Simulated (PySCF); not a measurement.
# H2S2 (Disulfane): the cost of one run

Computed with PySCF 2.14.0, with density-fitted response routines of our own, on a single molecule, in the gas phase or a continuum. Atoms count from 0, in the outputs and in this text.

## (1) The molecule as given

4 atoms, charge 0, multiplicity 1; geometry from: GFN2-xTB. The atoms were then displaced at random by about 0.01 Å, so the start is not that level's minimum.

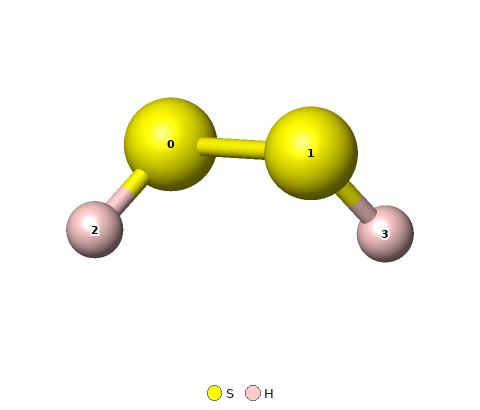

As it starts; sulfur yellow, hydrogen pink, atoms numbered; sticks join atoms by distance.

## (2) Geometry optimisation at PBE0-D3(BJ)/def2-TZVP

Job settings and geometry (Å):

```
{"job": {"xc": "PBE0", "basis": "def2-TZVP", "d3": "d3bj", "grid": 2, "shake": 0.01, "kind": "geom"}, "charge": 0, "multiplicity": 1}
S      0.908020     0.389580     0.535350
S     -0.892530     0.469370    -0.485700
H      1.525890    -0.420060    -0.295090
H     -1.503380    -0.464260     0.212430
```

Launch:

```
OMP_NUM_THREADS=1 python probes_run.py task.json out
```

This one command runs all jobs of the session in turn.

Q: Estimate the wall time and peak memory of this first job on 1 thread of Arm Neoverse N1, shared host.

About 12 s, with a peak of 0.35 GiB.
